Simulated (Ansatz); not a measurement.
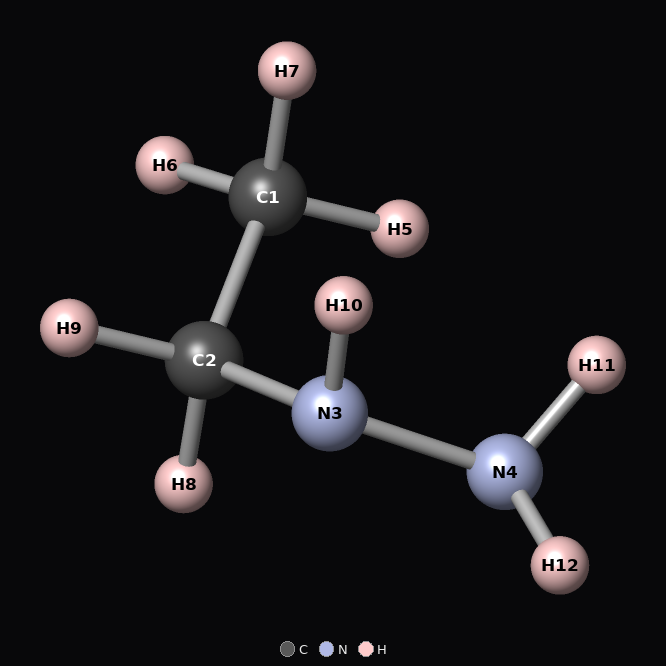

Harmonic vibrations computed with RKS PBE0-D4/def2-TZVP (Ansatz 0.2.0) at a stationary point of the same level.

### How many imaginary frequencies does it have?

A minimum: no imaginary frequency, and the lowest mode lies at 157 cm⁻¹.

### How many vibrational modes are there, and where do they lie?

30 modes: 157, 246, 280, 383, 504, 771, 782, 877, 941, 1027, 1101, 1185, 1213, 1311, 1326, 1373, 1395, 1462, 1482, 1495, 1512, 1678, 3037, 3049, 3091, 3114, 3126, 3467, 3482, 3597 cm⁻¹.
